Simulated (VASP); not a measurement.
# How SCF threshold and smearing change a VASP run on FeSb, part 4 of 4

A convergence test on FeSb: the SCF threshold and smearing. The series runs use LDA. The start is a cell from a database of measured crystal structures.

VASP 6.6.1; LDA, spin-polarised from a ferromagnetic start; plane waves and PAW (Fe, Sb).

Still holding for the runs below: The magnetic state follows from one typed start and may not be the lowest. The k-mesh is coarse for a metal.

So far. Step 18 (Smearing: ISMEAR = 2, SIGMA = 0.5): Against the run before the energy at zero width moves by -0.42 meV an atom and the pressure by +0.37 GPa, after 15 cycles in 18 s. The entropy term T·S comes to 4.45 meV an atom in size.

The database entry behind the starting cell differs from later determinations by our own check (0.1 to 0.3 % short, probably kX units), so it need not match the best structure at ambient conditions.

**19. Smearing: ISMEAR = -5**

File INCAR:

```
SYSTEM = FeSb
PREC = Accurate
ENCUT = 400
EDIFF = 1E-06
NELM = 100
ISMEAR = -5
SIGMA = 0.05
LREAL = .FALSE.
ALGO = Normal
GGA = CA
NBANDS = 25
ISPIN = 2
MAGMOM = 3 3 0 0
LASPH = .TRUE.
LMAXMIX = 4
LORBIT = 11
LWAVE = .FALSE.
LCHARG = .FALSE.
KPAR = 4
ISIF = 2
```

File POSCAR:

```
FeSb
1.0
    4.0600000000      0.0000000000      0.0000000000
   -2.0300000000      3.5160631394      0.0000000000
    0.0000000000      0.0000000000      5.1300000000
Fe Sb
2 2
Direct
    0.0000000000      0.0000000000      0.0000000000
    0.0000000000      0.0000000000      0.5000000000
    0.3333333333      0.6666666667      0.2500000000
    0.6666666667      0.3333333333      0.7500000000
```

File KPOINTS:

```
Automatic mesh
0
Gamma
6 6 5
0 0 0
```

The projector-augmented-wave data sets are Fe and Sb (PBE family, release 64).

Launch:

```bash
mpirun -np 4 vasp_std
```

Output:

```text
[... set-up lines as in an earlier step ...]
 entering main loop
       N       E                     dE             d eps       ncg     rms          rms(c)
DAV:   1     0.134967535992E+03    0.13497E+03   -0.86988E+03  2100   0.832E+02
DAV:   2    -0.228073472495E+02   -0.15777E+03   -0.14728E+03  2155   0.213E+02
DAV:   3    -0.299651062782E+02   -0.71578E+01   -0.69377E+01  2726   0.562E+01
DAV:   4    -0.301262333494E+02   -0.16113E+00   -0.16112E+00  2409   0.822E+00
[...]
DAV:  16    -0.281424296840E+02   -0.84991E-05   -0.78630E-07  1132   0.603E-03    0.240E-03
DAV:  17    -0.281424310531E+02   -0.13690E-05   -0.23327E-07  1077   0.317E-03    0.650E-04
DAV:  18    -0.281424309908E+02    0.62240E-07   -0.24942E-08  1072   0.136E-03
   1 F= -.28142431E+02 E0= -.28142431E+02  d E =0.000000E+00  mag=     2.4821
 -----------------------------------------------------------------------------
|                                                                             |
|           W    W    AA    RRRRR   N    N  II  N    N   GGGG   !!!           |
|           W    W   A  A   R    R  NN   N  II  NN   N  G    G  !!!           |
|           W    W  A    A  R    R  N N  N  II  N N  N  G       !!!           |
|           W WW W  AAAAAA  RRRRR   N  N N  II  N  N N  G  GGG   !            |
|           WW  WW  A    A  R   R   N   NN  II  N   NN  G    G                |
|           W    W  A    A  R    R  N    N  II  N    N   GGGG   !!!           |
|                                                                             |
|     Tetrahedron method does not include variations of the Fermi             |
|     occupations, so forces and stress will be inaccurate. We suggest        |
|     using a different smearing scheme ISMEAR = 1 or 2 for metals in         |
|     relaxations.                                                            |
|                                                                             |
 -----------------------------------------------------------------------------
```

Run time: 20 s. Hardware: 4 MPI ranks of AMD EPYC 7R43, shared host; peak memory 0.62 GiB.

OUTCAR, selected parts (step 19):

```text
  Total       -5.8737296     -5.8737296     -6.5179937      0.0000000     -0.0000000      0.0000000
  in kB     -128.5063142   -128.5063142   -142.6016180      0.0000000     -0.0000000      0.0000000
  external PRESSURE =    -133.2047488 kB  Pullay stress =       0.0000000 kB

 POSITION                                       TOTAL-FORCE (eV/Angst)
 -----------------------------------------------------------------------------------
      0.00000      0.00000      0.00000        -0.000000      0.000000     -0.000000
      0.00000      0.00000      2.56500        -0.000000      0.000000     -0.000000
     -0.00000      2.34404      1.28250         0.000000     -0.000000      0.000000
      2.03000      1.17202      3.84750        -0.000000      0.000000     -0.000000
 -----------------------------------------------------------------------------------
    total drift:                               -0.000000      0.000000      0.000000

  FREE ENERGIE OF THE ION-ELECTRON SYSTEM (eV)
  ---------------------------------------------------
  free  energy   TOTEN  =       -28.1424309908 eV

  energy  without entropy=      -28.1424309908  energy(sigma->0) =      -28.14243099

 magnetization (x)
# of ion       s       p       d       tot
------------------------------------------
    1        0.008   0.004   1.310   1.322
    2        0.008   0.004   1.310   1.322
    3       -0.002  -0.055  -0.002  -0.058
    4       -0.002  -0.055  -0.002  -0.058
--------------------------------------------------
tot          0.012  -0.103   2.617   2.527

[... 2 parts as in an earlier step ...]

[... 1 further part left out ...]
[key lines of the parts left out:]
E-fermi :   7.6207
```

With tetrahedra the forces and stress of a metal are not exact derivatives of the energy.

Against the first of the series the energy at zero width moves by +0.95 meV an atom and the pressure by +0.26 GPa, after 18 cycles in 20 s.

**20. The smearing series as a table**

This step: convergence of LDA results with the smearing; plane waves and PAW (VASP 6.6.1).

This step runs nothing: it gathers the runs above.

One cell and one 6×6×5 mesh. Free energy against width, by row:

```
Gaussian width σ (eV)  free energy less that at the narrowest width (meV/atom)
                 0.01                                                        0
                 0.05                                                    -0.68
                  0.1                                                    -2.97
                  0.2                                                    -11.5
                  0.5                                                   -70.95
```

Differences are taken from the run with ISMEAR = 0, SIGMA = 0.01. Results of the series, by row:

```
                 setting     status  energy less the reference (meV/atom)  pressure (GPa)  moment (μB)  SCF cycles  wall time (s)
ISMEAR = 0, SIGMA = 0.01  converged                                     0          -13.58        2.367          14           17.2
ISMEAR = 0, SIGMA = 0.05  converged                                0.1017           -13.5         2.39          15           16.4
 ISMEAR = 0, SIGMA = 0.1  converged                               -0.0657          -13.36        2.451          15           18.8
 ISMEAR = 0, SIGMA = 0.2  converged                               -0.2482             -13        2.559          14           17.4
 ISMEAR = 0, SIGMA = 0.5  converged                                0.9529           -11.9        2.637          15           17.6
ISMEAR = 2, SIGMA = 0.01  converged                              0.003895          -13.59        2.367          14           16.4
ISMEAR = 2, SIGMA = 0.05  converged                               0.05667          -13.57         2.36          15           17.4
 ISMEAR = 2, SIGMA = 0.1  converged                                0.1428           -13.5        2.389          15             19
 ISMEAR = 2, SIGMA = 0.2  converged                               -0.2201          -13.44        2.436          15           17.8
 ISMEAR = 2, SIGMA = 0.5  converged                               -0.6376          -13.07        2.613          15           18.2
             ISMEAR = -5  converged                                0.9483          -13.32        2.482          18           19.6
```

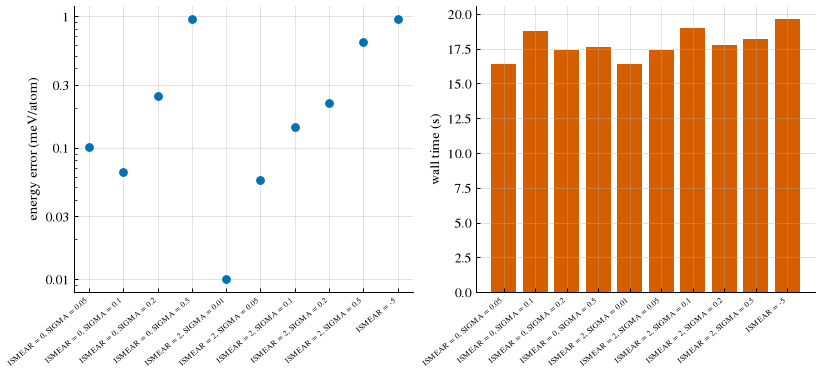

The energy error in size, against the reference run (errors under 0.01 are drawn at 0.01), and the wall time by setting.

**21. Outcome**

| Quantity | Value |
| --- | --- |
| SCF threshold from which the energy stays within 10 meV/atom of the reference | EDIFF = 0.01 |
| SCF threshold from which the energy stays within 1 meV/atom of the reference | EDIFF = 0.01 |
| SCF threshold from which the pressure stays within 0.2 GPa of the reference | EDIFF = 1E-04 |
| spread of the pressure over the SCF threshold | 1.46 GPa |
| spread of the energy over the SCF threshold | 0.342 meV/atom |
| spread of the pressure over the smearing | 1.69 GPa |
| spread of the energy over the smearing | 1.59 meV/atom |

**Reading.** From EDIFF = 0.01 on, the energy stays within 1 meV an atom of the reference, at 50 % of its time. The pressure holds within 0.2 GPa from EDIFF = 1E-04 on. The loosest stop saves 8 of 18 cycles and costs -0.3 meV an atom, -1.45 GPa. The usual rule keeps the entropy term T·S under 1 meV an atom, which holds up to a width of 0.01 eV for Gaussian and 0.2 eV for second-order Methfessel-Paxton. That rule is made for Methfessel-Paxton; with the other schemes the zero-width estimate is the energy to use. Farthest in energy from the narrowest smearing lies ISMEAR = 0, SIGMA = 0.5 (+1.0 meV an atom, +1.68 GPa). On a fixed mesh a narrow width is not the exact answer for a metal: it samples the Fermi surface more noisily. Forces vanish by symmetry in this cell, so the series can't test them.

[Lines on the potential files, build, host, timing and source positions are cut from VASP's logs without a mark.]

[Logs are printed without paths, hosts, clocks, repeated set-up lines and the standing remarks that a program may print on its own settings, such as how far it seeks lower states.]

[Hosts, paths, dates, database ids (printed as entryN), source tags and the programs' standing remarks are cut or masked in the printed files.]

[A measured line is paired with the nearest computed mode of its activity, which favours agreement.]
